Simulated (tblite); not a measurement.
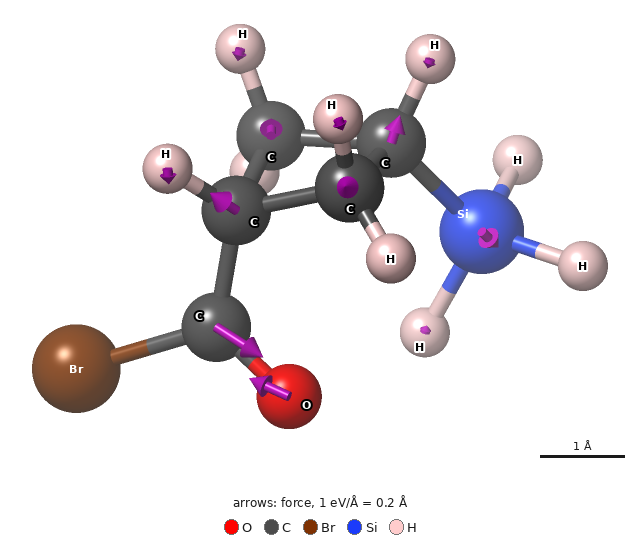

Starting geometry of C5H9BrOSi with the computed forces as purple arrows. Style: ball-and-stick. Shown at a tilt.

All numbers below come from GFN2-xTB geometry optimisation, gas phase in tblite 0.8.0. 

### What follows when this structure is relaxed?

It isn't relaxed: the largest force vector, on a C atom, is 3.61 eV/Å. The final displacements have little in common with the starting forces (cosine between the two patterns 0.17). The energy falls by 12.5 kcal/mol in 101 geometry steps. An H atom moves most after the best rigid fit: 0.49 Å. By element the largest moves are H 0.49 Å, Br 0.45 Å, O 0.40 Å, Si 0.17 Å, C 0.13 Å. Near-neighbour distances that change, for instance: Br–C 1.919 → 1.987 Å, C–Si 1.842 → 1.906 Å, C–O 1.229 → 1.179 Å, C–C 1.500 → 1.546 Å. Bond angles that change, for instance: O–C–C 118.8° → 131.2°, Br–C–C 119.6° → 110.5°, C–C–H 115.8° → 108.8°.
